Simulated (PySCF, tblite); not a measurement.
# Si₄H₄O₆, a small molecule taken as a stand-in for a surface group (T4 silsesquioxane): NMR shifts, core binding energies and electronic excitations

Wanted: the NMR shifts, core binding energies and electronic excitations for `O1[SiH]2O[SiH]3O[SiH]1O[SiH](O2)O3`.

Programs: tblite 0.8.0 and PySCF 2.14.0. All values are calculated, for the isolated system unless a continuum is named. Atoms count from 0, parts from 1.

### Step 1. The system as given

14 atoms, charge 0, multiplicity 1; geometry: distance geometry start.

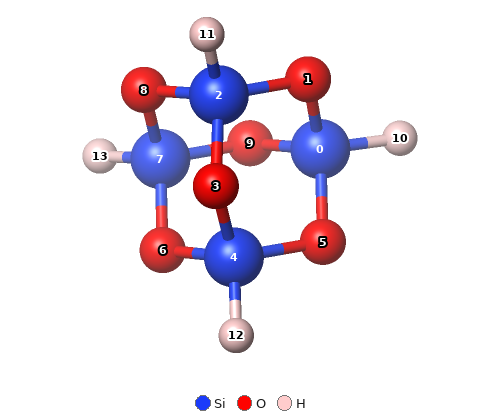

The starting geometry (silicon blue, oxygen red, hydrogen pink), atoms numbered.

### Step 2. Geometry optimisation with GFN2-xTB

Job settings and geometry (Å):

```
{"job": {"kind": "relax", "xc": "GFN2-xTB", "basis": "xTB"}, "charge": 0, "multiplicity": 1}
Si    -1.142321     0.170836    -1.198866
O     -1.923783    -0.406723     0.170152
Si    -0.747895    -0.601682     1.400664
O      0.006941     0.894443     1.771768
Si     0.726378     1.537641     0.356883
O     -0.436682     1.723806    -0.898505
O      1.888535     0.394698    -0.221316
Si     1.192829    -1.125582    -0.516460
O      0.460390    -1.709696     0.922596
O      0.019672    -0.942117    -1.785493
H     -2.172141     0.412865    -2.251128
H     -1.415805    -1.106394     2.616223
H      1.321175     2.839337     0.591625
H      2.207342    -2.051166    -1.019028
```

Level: GFN2-xTB geometry optimisation, gas phase.

The run is started by

```console
> OMP_NUM_THREADS=1 python cluster_run.py task.json out
```

This one command runs all jobs of the session in turn.

Log:

```text
step      E/eV     max force
  0    -923.75978    3.457
  1    -924.53110    2.479
  2    -925.20200    0.963
  3    -925.23796    0.284
  4    -925.24224    0.216
  5    -925.24982    0.168
  6    -925.25226    0.129
  7    -925.25351    0.067
  8    -925.25393    0.061
  9    -925.25466    0.073
 10    -925.25527    0.062
 11    -925.25571    0.046
 12    -925.25593    0.034
 13    -925.25615    0.049
 14    -925.25644    0.061
 15    -925.25681    0.062
 16    -925.25708    0.038
 17    -925.25719    0.016
 18    -925.25721    0.012
 19    -925.25723    0.012
 20    -925.25724    0.009
 21    -925.25725    0.008
 22    -925.25725    0.005
```

Run time: 0.62 s. Hardware: 1 thread of Arm Neoverse V2, shared host.

Step by step:

| step | energy from step 0 (eV) | largest force (eV/Å) |
| --- | --- | --- |
| 0 | 0.0000 | 3.4570 |
| 1 | -0.7713 | 2.4793 |
| 2 | -1.4422 | 0.9633 |
| 3 | -1.4782 | 0.2840 |
| 4 | -1.4825 | 0.2166 |
| 5 | -1.4900 | 0.1680 |
| 6 | -1.4925 | 0.1286 |
| 7 | -1.4937 | 0.0672 |
| 8 | -1.4941 | 0.0610 |
| 9 | -1.4949 | 0.0725 |
| 10 | -1.4955 | 0.0619 |
| 11 | -1.4959 | 0.0464 |
| 12 | -1.4962 | 0.0340 |
| 13 | -1.4964 | 0.0492 |
| 14 | -1.4967 | 0.0612 |
| 15 | -1.4970 | 0.0621 |
| 16 | -1.4973 | 0.0374 |
| 17 | -1.4974 | 0.0157 |
| 18 | -1.4974 | 0.0119 |
| 19 | -1.4975 | 0.0125 |
| 20 | -1.4975 | 0.0083 |
| 21 | -1.4975 | 0.0081 |
| 22 | -1.4975 | 0.0054 |

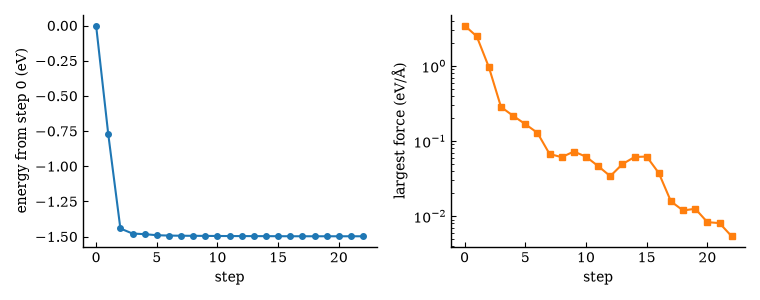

Energy and largest force along the relaxation.

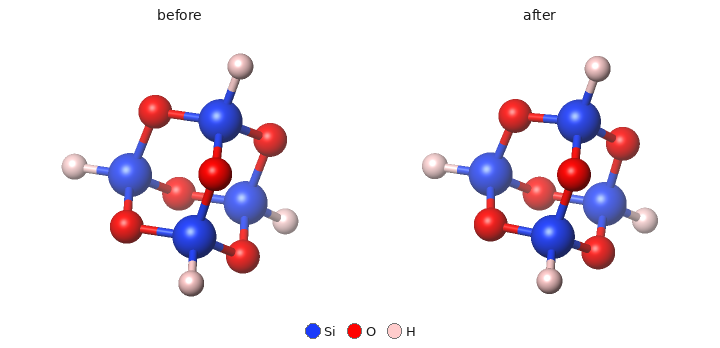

Before and after, at one scale.

Distances of close pairs at the start and the end, largest changes first:

| bond | before (Å) | after (Å) | change (Å) |
| --- | --- | --- | --- |
| Si7–O9 | 1.738 | 1.636 | -0.102 |
| Si0–O5 | 1.732 | 1.636 | -0.096 |
| Si4–O6 | 1.730 | 1.636 | -0.094 |
| Si4–O5 | 1.721 | 1.636 | -0.085 |
| Si7–O8 | 1.717 | 1.636 | -0.081 |
| Si2–O3 | 1.716 | 1.636 | -0.080 |
| O1–Si2 | 1.713 | 1.636 | -0.077 |
| O3–Si4 | 1.713 | 1.636 | -0.077 |

### Step 3. Relaxing the molecule at PBE0-D3(BJ)/def2-SVP

Job settings and geometry (Å):

```
{"job": {"xc": "PBE0", "basis": "def2-SVP", "d3": "d3bj", "grid": 2, "kind": "geom", "shake": 0.01}, "charge": 0, "multiplicity": 1}
Si    -1.148821     0.170728    -1.211877
O     -1.806378    -0.381970     0.177565
Si    -0.761505    -0.599254     1.398057
O      0.019250     0.851836     1.637767
Si     0.723230     1.492005     0.324122
O     -0.421681     1.602078    -0.833212
O      1.810088     0.375352    -0.179253
Si     1.199968    -1.092810    -0.530340
O      0.415691    -1.592261     0.849990
O      0.012004    -0.851918    -1.631425
H     -2.161356     0.358206    -2.229308
H     -1.357449    -1.097318     2.596930
H      1.306902     2.769712     0.604650
H      2.163581    -2.018992    -0.959258
```

Log:

```text
step   0  E = -1610.60021305  max force = 0.039173
step   1  E = -1610.61667316  max force = 0.011804
step   2  E = -1610.61746508  max force = 0.001755
step   3  E = -1610.61748194  max force = 0.000538
step   4  E = -1610.61748373  max force = 0.000317
optimisation converged
```

Wall time 2 min (1 thread of Arm Neoverse V2, shared host); peak memory 1.1 GiB.

Step by step:

| step | energy from step 0 (eV) | largest force component (eV/Å) |
| --- | --- | --- |
| 0 | 0.0000 | 2.0144 |
| 1 | -0.4479 | 0.6070 |
| 2 | -0.4695 | 0.0902 |
| 3 | -0.4699 | 0.0277 |
| 4 | -0.4700 | 0.0163 |

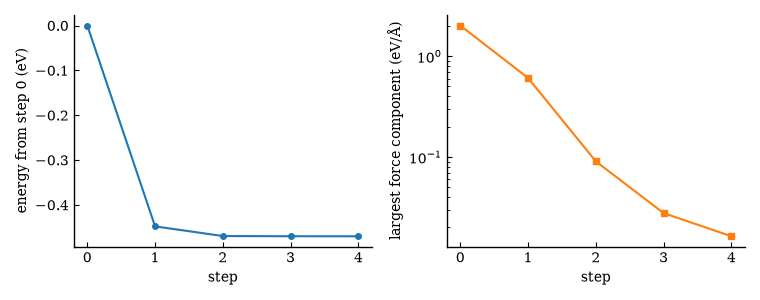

Energy and largest force along the relaxation.

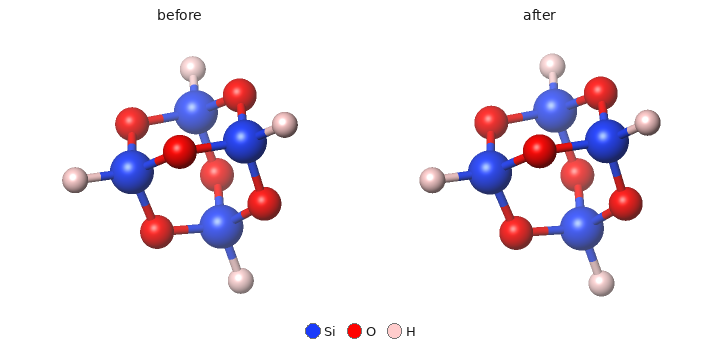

The geometry before (left) and after (right).

Close pairs (by a distance rule), those that changed most:

| bond | before (Å) | after (Å) | change (Å) |
| --- | --- | --- | --- |
| Si0–O9 | 1.603 | 1.672 | +0.069 |
| Si7–H13 | 1.404 | 1.467 | +0.063 |
| O1–Si2 | 1.621 | 1.672 | +0.050 |
| O3–Si4 | 1.622 | 1.672 | +0.050 |
| O6–Si7 | 1.628 | 1.672 | +0.044 |
| Si4–O5 | 1.632 | 1.672 | +0.040 |
| Si0–O1 | 1.634 | 1.672 | +0.039 |
| Si2–H11 | 1.428 | 1.467 | +0.038 |

The end geometry stands in the next job.

| at the end point | value |
| --- | --- |
| point group (found at 0.08 Å tolerance) | Td (approximate: the rotational constants differ) |
| rotational constants (GHz, main isotopes) | 1.050, 1.050, 1.049 |
| dipole moment (D) | 0.01 |

### Step 4. Nuclear shieldings: PBE0/pcSseg-1

Job settings and geometry (Å):

```
{"job": {"kind": "nmr", "xc": "PBE0", "basis": "pcSseg-1"}, "charge": 0, "multiplicity": 1}
Si    -1.188159     0.231412    -1.226849
O     -1.829086    -0.350827     0.203774
Si    -0.759625    -0.573277     1.469206
O     -0.015958     0.906486     1.696233
Si     0.747060     1.576520     0.367604
O     -0.419605     1.661870    -0.826607
O      1.841457     0.424425    -0.152647
Si     1.226245    -1.090330    -0.503548
O      0.430669    -1.589100     0.879641
O      0.029817    -0.835239    -1.643525
H     -2.194706     0.395940    -2.280998
H     -1.402525    -1.086466     2.683640
H      1.370590     2.872368     0.656439
H      2.252727    -2.038534    -0.949453
```

Level: GIAO PBE0/pcSseg-1 NMR shielding, non-relativistic, gas phase.

Log:

```text
coarse grid: 15496 points
cycle   1  E = -1610.6746392093  dE =  2.134e+00  |g| = 1.619e+00  |ddm| = 4.186e+00
cycle   2  E = -1610.1919043327  dE =  4.827e-01  |g| = 2.300e+00  |ddm| = 2.565e+00
cycle   3  E = -1611.1228581355  dE = -9.310e-01  |g| = 5.550e-02  |ddm| = 1.674e+00
cycle   4  E = -1611.1233681698  dE = -5.100e-04  |g| = 2.213e-02  |ddm| = 8.275e-02
cycle   5  E = -1611.1234574390  dE = -8.927e-05  |g| = 1.978e-03  |ddm| = 2.949e-02
cycle   6  E = -1611.1234581848  dE = -7.458e-07  |g| = 5.576e-04  |ddm| = 2.962e-03
final grid: 136440 points
cycle   7  E = -1611.2388808478  dE = -9.182e-06  |g| = 1.322e-02  |ddm| = 2.302e-02
cycle   8  E = -1611.2388531051  dE =  2.774e-05  |g| = 1.838e-02  |ddm| = 1.805e-02
cycle   9  E = -1611.2389084106  dE = -5.531e-05  |g| = 3.831e-04  |ddm| = 1.088e-02
cycle  10  E = -1611.2389084296  dE = -1.893e-08  |g| = 2.021e-04  |ddm| = 4.397e-04
cycle  11  E = -1611.2389084361  dE = -6.538e-09  |g| = 6.462e-05  |ddm| = 1.677e-04
cycle  12  E = -1611.2389084368  dE = -7.299e-10  |g| = 1.027e-05  |ddm| = 5.810e-05
converged SCF energy = -1611.2389084368

GIAO shielding tensors (ppm)
atom      isotropic    diamagn.    paramagn.     s11        s22        s33       span
  0 Si     398.796     884.114    -485.318    381.169    381.405    433.813     52.644
  1 O      185.016     404.089    -219.074    175.791    177.302    201.954     26.163
  2 Si     398.873     884.112    -485.238    381.203    381.437    433.980     52.777
  3 O      185.030     404.081    -219.051    175.798    177.244    202.048     26.250
  4 Si     398.833     884.080    -485.247    381.216    381.401    433.881     52.665
  5 O      184.983     404.057    -219.074    175.779    177.309    201.861     26.082
  6 O      185.009     404.076    -219.067    175.755    177.285    201.987     26.233
  7 Si     398.830     884.126    -485.296    381.249    381.347    433.895     52.645
  8 O      185.035     404.105    -219.070    175.712    177.305    202.088     26.375
  9 O      184.989     404.105    -219.116    175.859    177.270    201.838     25.979
 10 H       26.530      28.514      -1.983     22.661     22.663     34.268     11.607
 11 H       26.531      28.472      -1.941     22.661     22.663     34.268     11.607
 12 H       26.531      28.416      -1.885     22.662     22.663     34.268     11.607
 13 H       26.530      28.525      -1.995     22.658     22.665     34.267     11.609
```

It took 47 s on 1 thread of Arm Neoverse V2, shared host; peak memory 1.4 GiB.

Shifts follow as δ = σ(reference) − σ, with reference shieldings (ppm) from runs at the same level and on the same kind of geometry: 1H TMS 31.27, 29Si TMS 352.0, 17O H2O 334.6. The references are single molecules in the gas phase, so shifts against H2O, NH3, PH3, H3PO4 or CFCl3 are not on the usual liquid scales and can be off by tens of ppm. Atoms listed in one row are averaged.

| atoms | environment | σ (ppm) | δ (ppm) |
| --- | --- | --- | --- |
| H10, H11, H12, H13 | hydrogen on a silicon bonded to 3 O | 26.53 | 4.74 |
| Si0, Si2, Si4, Si7 | silicon bonded to 3 O, H | 398.8 | -46.8 |
| O1, O3, O5, O6, O8, O9 | oxygen bonded to 2 Si | 185.0 | 149.6 |

The run also stored atomic charges by several schemes (e):

| atoms | Mulliken | IAO | Hirshfeld | ESP fit |
| --- | --- | --- | --- | --- |
| Si0, Si2, Si4, Si7 | 1.17 | 1.42 | 0.52 | 1.27 |
| O1, O3, O5, O6, O8, O9 | -0.75 | -0.87 | -0.32 | -0.76 |

Mulliken charges:

Si0 1.17; O1 -0.75; Si2 1.17; O3 -0.75; Si4 1.17; O5 -0.75; O6 -0.75; Si7 1.17; O8 -0.75; O9 -0.75; H10 -0.05; H11 -0.05; H12 -0.05; H13 -0.05

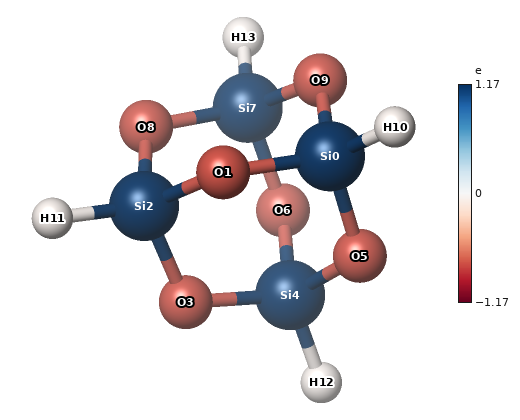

Mulliken charges, as colours on the atoms.

Mayer bond orders: Si0–O1 0.91, O1–Si2 0.91, Si2–O3 0.91, O3–Si4 0.91, Si4–O5 0.91, Si4–O6 0.91, O6–Si7 0.91, Si7–O8 0.91, Si7–O9 0.91, O5–Si0 0.91, O9–Si0 0.91, O8–Si2 0.91.

Ring of atoms Si0, O1, Si2, O3, Si4, O5: NICS(0) -1.7, NICS(1) -0.3, NICS(1)zz 1.2 ppm (means of both faces).

The two faces differ (NICS(1)zz -1.7 and 4.0 ppm, in the same order).

Ring of atoms Si0, O1, Si2, Si7, O8, O9: NICS(0) -1.7, NICS(1) -0.3, NICS(1)zz 1.2 ppm (means of both faces).

The two faces differ (NICS(1)zz -1.7 and 4.0 ppm, in the same order).

Ring of atoms Si0, Si4, O5, O6, Si7, O9: NICS(0) -1.7, NICS(1) -0.3, NICS(1)zz 1.2 ppm (means of both faces).

The two faces differ (NICS(1)zz 4.0 and -1.7 ppm, in the same order).

### Step 5. X-ray photoelectron lines: SCAN, X2C

Settings changed since step 4:

```diff
@@ -1,2 +1,2 @@
-{"job": {"kind": "nmr", "xc": "PBE0", "basis": "pcSseg-1"}, "charge": 0, "multiplicity": 1}
+{"job": {"kind": "xps", "holes": 5}, "charge": 0, "multiplicity": 1}
 Si    -1.188159     0.231412    -1.226849
```

With the program's defaults for keys left out, this is: delta-SCF UKS SCAN, pcX-2 on the ionised atom, pcseg-1 elsewhere, spin-free X2C.

Log:

```text
ground state, core basis on atom 0 (Si), 218 functions
  cycle   1  E = -1614.14504008  |g| = 1.58e+00
  cycle   2  E = -1613.28527752  |g| = 2.64e+00
  cycle   3  E = -1614.60286181  |g| = 8.74e-02
  cycle   4  E = -1614.60431490  |g| = 3.84e-02
  cycle   5  E = -1614.60467337  |g| = 1.09e-02
  cycle   6  E = -1614.60468988  |g| = 6.80e-03
  cycle   7  E = -1614.60469614  |g| = 6.14e-04
  cycle   8  E = -1614.60469687  |g| = 8.39e-05
  E(ground) = -1614.71667853 Eh
hole in Si 2p of atom 0
  cycle   1  E = -1610.26753366  |g| = 1.24e+00
  cycle   2  E = -1610.11041778  |g| = 1.19e+00
  cycle   3  E = -1610.52207033  |g| = 3.85e-01
  cycle   4  E = -1610.57905485  |g| = 1.23e-01
  cycle   5  E = -1610.58372313  |g| = 4.36e-02
  cycle   6  E = -1610.58444467  |g| = 1.96e-02
  cycle   7  E = -1610.58457891  |g| = 6.16e-03
  cycle   8  E = -1610.58458969  |g| = 8.16e-04
  cycle   9  E = -1610.58459223  |g| = 8.12e-04
  cycle  10  E = -1610.58459157  |g| = 1.78e-04
  E(ion) = -1610.70802190 Eh   <S^2> = 0.7516   hole on atom = 1.003   binding energy = 109.081 eV
  2p3/2 = 108.906 eV   2p1/2 = 109.532 eV
ground state, core basis on atom 1 (O), 207 functions
  cycle   1  E = -1614.52247121  |g| = 1.13e-01
  cycle   2  E = -1614.52020762  |g| = 1.33e-01
  cycle   3  E = -1614.52282173  |g| = 5.48e-02
  cycle   4  E = -1614.52331985  |g| = 8.77e-03
  cycle   5  E = -1614.52334000  |g| = 3.09e-03
  cycle   6  E = -1614.52333995  |g| = 5.79e-04
  cycle   7  E = -1614.52333963  |g| = 1.15e-04
  E(ground) = -1614.67347673 Eh
hole in O 1s of atom 1
  cycle   1  E = -1593.90309007  |g| = 2.23e+00
  cycle   2  E = -1593.35097838  |g| = 2.27e+00
  cycle   3  E = -1594.64786440  |g| = 5.15e-01
  cycle   4  E = -1594.68060954  |g| = 3.90e-01
  cycle   5  E = -1594.73713909  |g| = 6.35e-02
  cycle   6  E = -1594.73795356  |g| = 4.14e-02
  cycle   7  E = -1594.73861192  |g| = 5.82e-03
  cycle   8  E = -1594.73862732  |g| = 1.67e-03
  cycle   9  E = -1594.73862630  |g| = 5.35e-04
  cycle  10  E = -1594.73862829  |g| = 3.25e-04
  E(ion) = -1594.89011526 Eh   <S^2> = 0.7620   hole on atom = 1.000   binding energy = 538.333 eV
```

Wall time 29 s (1 thread of Arm Neoverse V2, shared host); peak memory 0.79 GiB.

Binding energies by hole, beside the orbital energy of the ground state; the difference holds orbital relaxation and, for a density functional, its self-interaction error:

| hole | stands for | environment | ΔSCF (eV; 2p as the shell's mean) | −ε (eV) | ⟨S²⟩ |
| --- | --- | --- | --- | --- | --- |
| Si2p on Si0 | Si0, Si2, Si4, Si7 | silicon bonded to 3 O, H | 109.11 | 98.1 | 0.752 |
| O1s on O1 | O1, O3, O5, O6, O8, O9 | oxygen bonded to 2 Si | 538.33 | 517.1 | 0.762 |

Each hole run stands for the others of its class of like atoms.

With the spin-orbit splitting: Si0 2p3/2 108.91, 2p1/2 109.53 eV. The table gives each 2p level as the mean over the whole 2p shell (two parts 2p3/2, one part 2p1/2), which differs a little from the single hole in the log.

### Step 6. Excited states and response: CAM-B3LYP/def2-SVPD

Settings changed since step 5:

```diff
@@ -1,2 +1,2 @@
-{"job": {"kind": "xps", "holes": 5}, "charge": 0, "multiplicity": 1}
+{"job": {"kind": "uv", "xc": "CAM-B3LYP", "basis": "def2-SVPD", "nstates": 6, "ntriplets": 2, "ip": true}, "charge": 0, "multiplicity": 1}
 Si    -1.188159     0.231412    -1.226849
```

Method: TDDFT CAM-B3LYP/def2-SVPD, vertical, gas phase, core orbitals frozen in the response.

Log:

```text
coarse grid: 15496 points
cycle   1  E = -1610.7888601942  dE =  2.203e+00  |g| = 1.581e+00  |ddm| = 7.694e+00
cycle   2  E = -1610.5682148594  dE =  2.206e-01  |g| = 1.953e+00  |ddm| = 7.465e+00
cycle   3  E = -1611.2527816000  dE = -6.846e-01  |g| = 4.787e-02  |ddm| = 3.833e+00
cycle   4  E = -1611.2533281377  dE = -5.465e-04  |g| = 2.022e-02  |ddm| = 1.978e-01
cycle   5  E = -1611.2534227070  dE = -9.457e-05  |g| = 2.597e-03  |ddm| = 8.469e-02
cycle   6  E = -1611.2534248202  dE = -2.113e-06  |g| = 3.436e-04  |ddm| = 1.348e-02
final grid: 136440 points
cycle   7  E = -1611.5035063946  dE = -1.714e-05  |g| = 1.644e-03  |ddm| = 7.265e-02
cycle   8  E = -1611.5035063573  dE =  3.732e-08  |g| = 1.873e-03  |ddm| = 8.962e-03
cycle   9  E = -1611.5035069659  dE = -6.086e-07  |g| = 1.589e-04  |ddm| = 2.941e-03
cycle  10  E = -1611.5035069698  dE = -3.881e-09  |g| = 1.183e-04  |ddm| = 7.126e-04
cycle  11  E = -1611.5035069724  dE = -2.570e-09  |g| = 2.051e-05  |ddm| = 2.176e-04
cycle  12  E = -1611.5035069725  dE = -9.550e-11  |g| = 5.386e-06  |ddm| = 6.290e-05
converged SCF energy = -1611.5035069725

Static polarisability (au): isotropic 88.921, principal 88.907 88.923 88.932

Singlet excitations
state   eV       nm        f      main configurations
  1   8.9296    138.8   0.00000   H->L+2 0.22, H-2->L+1 0.18, H-1->L+1 0.17
  2   8.9302    138.8   0.00000   H-2->L+1 0.26, H->L+2 0.23
  3   8.9309    138.8   0.00000   H-1->L+2 0.35, H-2->L+1 0.14, H->L 0.12
  4   9.0300    137.3   0.03657   H->L+1 0.55, H-1->L+2 0.16
  5   9.0306    137.3   0.03657   H-1->L+1 0.48, H->L+2 0.19
  6   9.0317    137.3   0.03660   H-2->L+2 0.72

Triplet excitations (Tamm-Dancoff, eV): 8.6594 8.6598
```

Run time: 4.7 min. Hardware: 1 thread of Arm Neoverse V2, shared host; peak memory 1.8 GiB.

The orbitals next to the gap, with their largest atomic shares:

| orbital | eV | atoms |
| --- | --- | --- |
| HOMO−3 | -11.37 | O3 12 %, O6 12 %, O9 12 % |
| HOMO−2 | -11.02 | O5 33 %, O1 24 %, O6 19 % |
| HOMO−1 | -11.02 | O9 43 %, O8 19 %, O6 18 % |
| HOMO | -11.02 | O3 44 %, O1 17 %, O8 14 % |
| LUMO | 1.20 | Si2 14 %, Si7 14 %, Si4 14 % |
| LUMO+1 | 1.25 | Si7 11 %, Si2 11 %, Si4 11 % |
| LUMO+2 | 1.25 | Si2 11 %, Si0 11 %, Si4 11 % |

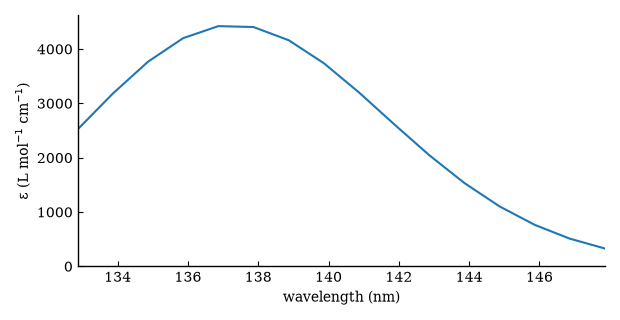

Absorption spectrum: each of the 6 states is a Gaussian band of 0.4 eV half-width at 1/e. Beyond the last state computed it falls off for lack of states.

Further results of this job:

| property | computed |
| --- | --- |
| dipole moment (D) | 0.01 |
| polarisability (Å³) | 13.18 |
| HOMO–LUMO gap (eV) | 12.22 |
| −ε(HOMO) (eV) | 11.02 |

### Step 7. Summary of results

| quantity | value |
| --- | --- |
| point group | Td (approximate) |
| rotational constants (main isotopes) | 1.05, 1.05, 1.05 GHz |
| 1H shifts against TMS (PBE0/pcSseg-1, means over atoms taken as alike) | 4.74 ppm |
| 29Si shifts against TMS (PBE0/pcSseg-1, means over atoms taken as alike) | -46.8 ppm |
| 17O shifts against H2O (PBE0/pcSseg-1, means over atoms taken as alike) | 149.6 ppm |
| Si2p binding energies, SCAN/pcX-2 | Si0 109.11 eV |
| O1s binding energies, SCAN/pcX-2 | O1 538.33 eV |
| lowest singlet (CAM-B3LYP/def2-SVPD) | 8.93 eV (139 nm), f = 0.000 |
| brightest single state of those computed | state 6, 9.03 eV, f = 0.037 |
| lowest triplet | 8.66 eV |

What this shows: The start of the PBE0/def2-SVP relaxation was shaken at random by about 0.01 Å, so part of the energy gained, and of the first lengths quoted, undoes that. Relaxing lowered the energy by 0.470 eV in 4 steps; the close pair that moved most is Si0–O9, from 1.603 to 1.672 Å (PBE0/def2-SVP). At PBE0/pcSseg-1: The largest span, 53 ppm, is at Si0, Si2, Si4, Si7, where the paramagnetic term is -485 ppm. The first singlet state (HOMO→LUMO+2 0.22, HOMO−2→LUMO+1 0.18) lies at 8.93 eV and is dark; of the 6 states computed, the strongest absorption comes from states 4 to 6 together at 9.03 eV (the last computed, so partners may be missing). The lowest triplet lies 0.27 eV below the lowest singlet (triplets in Tamm-Dancoff, singlets in full TDDFT). A capped cluster stands for the solid here, so long-range fields and strain are missing, and bands or shifts of the capping hydrogens have no counterpart in it.
